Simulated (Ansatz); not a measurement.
**GaH4N: density, localisation and related maps**

```xyz
6

Ga    0.0058   -0.0005   -0.0036
H     0.0557   -0.5474    1.4690
N     1.5862    0.0005   -0.9156
H     2.4739   -0.3257   -0.5291
H     1.6955    0.3276   -1.8773
H    -1.2446    0.5456   -0.7835
```

Level of theory: RKS PBE-D4/def2-SVP in Ansatz 0.2.0.

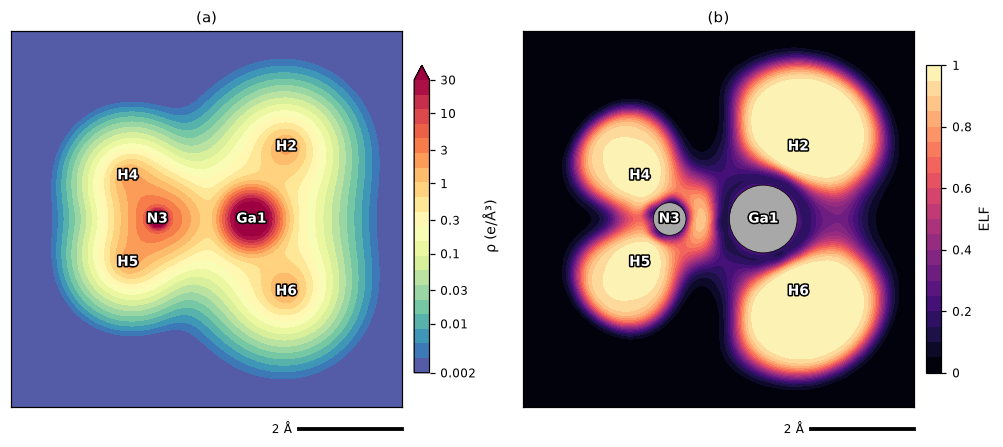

Figure 1. (a) electron density; (b) electron localisation function on the molecular plane. Grey discs cover the atomic cores in the ELF map.

What do the fields say about this system?

Answer.
- The plane passes through Ga, H and N nuclei.
- Ga–N (1.82 Å): ρ is about 0.88 e/Å³ halfway; the ELF peaks at about 0.90 in the valence shell of N, 0.6 Å from its nucleus, and is about 0.30 at the midpoint.
- N–H (1.02 Å): ρ is about 2.7 e/Å³ halfway; the ELF climbs to about 1 towards the hydrogen, as it does in any bond to H; an ordinary covalent bond to hydrogen.
- Ga–H (1.57 Å): ρ is about 0.95 e/Å³ halfway; the ELF climbs to about 1 towards the hydrogen.

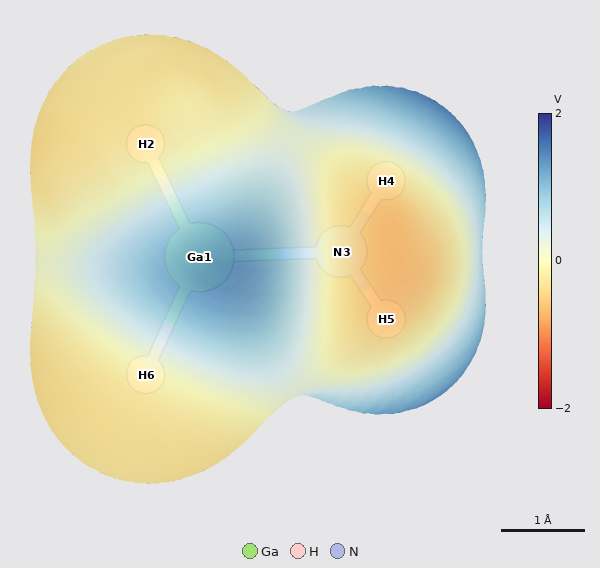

Figure 2. The molecular electrostatic potential painted on the density surface at 0.002 e/bohr³, seen at a tilt; the colour scale runs from red (negative) to blue (positive).

Which sites attract a positive test charge, and which a negative one?

Answer. A positive charge is drawn to the negative regions and a negative charge to the positive ones. The most negative region (about −0.7 V) lies over N3, the most positive (about +1.5 V) over Ga1, H4 and H5.

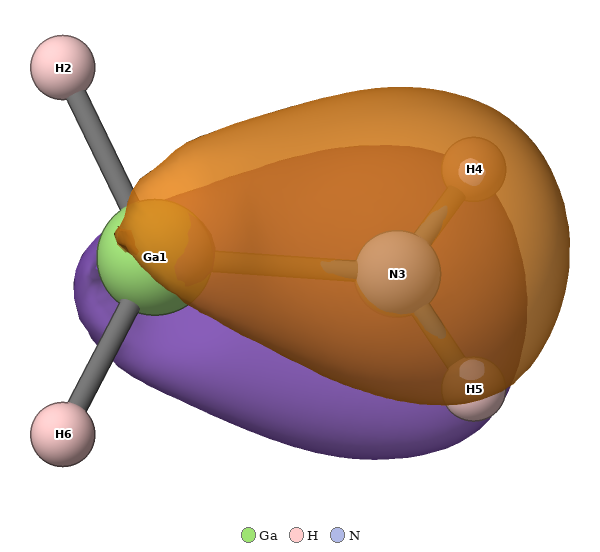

Figure 3. One frontier orbital at ±0.1 Å⁻³ᐟ² (orange and purple are the two phases), seen at a tilt.

Which orbital is it: HOMO or LUMO?

Answer. The HOMO, at −5.89 eV. Its weight (Hirshfeld) is mainly on N3 (about 70 %) and Ga1 (about 20 %); it changes sign across the molecular plane (π type).
